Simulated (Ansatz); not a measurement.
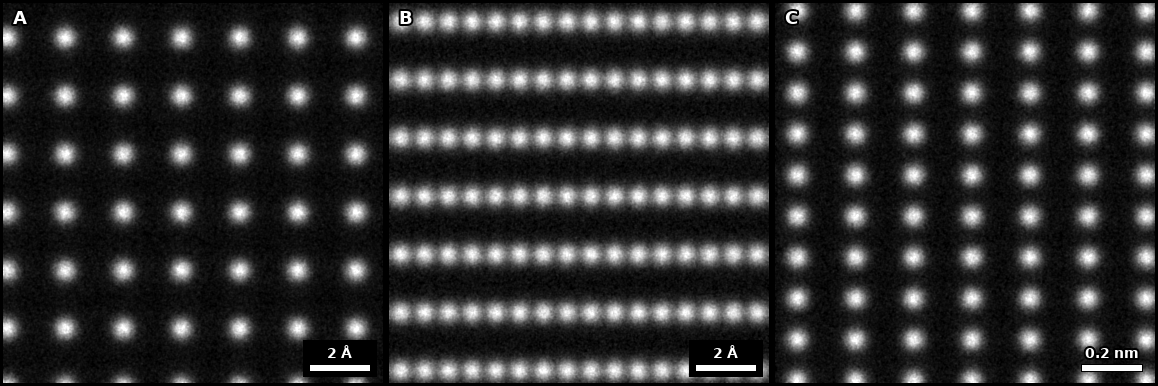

Three views of Cr (Im-3m, No. 229) along different zone axes. Simulation: incoherent imaging, intensity Z^1.7 per atom, probe width 0.50 Å, thin sample. The probe carries 25 % of its weight in a tail 2.5 times as wide. The display is stretched by a gamma of 0.8; percentages refer to the linear signal. Shot noise was added. Model: the input geometry of a calculation.

```cif
data_structure
_symmetry_space_group_name_H-M 'P 1'
_symmetry_Int_Tables_number 1
_cell_length_a 2.8141
_cell_length_b 2.8141
_cell_length_c 2.8141
_cell_angle_alpha 90.000
_cell_angle_beta 90.000
_cell_angle_gamma 90.000
_cell_volume 22.29
loop_
_atom_site_label
_atom_site_type_symbol
_atom_site_fract_x
_atom_site_fract_y
_atom_site_fract_z
_atom_site_occupancy
Cr1 Cr 0.00000 0.00000 0.00000 1
Cr2 Cr 0.50000 0.50000 0.50000 1
```

**Match the panels to the zone axes [001], [110] and [211].**

A is [001]: projected cell 1.99 × 1.99 Å, 90°, plane group p4mm. B is [211]: projected cell 0.81 × 1.99 Å, 90°, plane group p2mm. C is [110]: projected cell 1.41 × 1.99 Å, 90°, plane group p2mm.
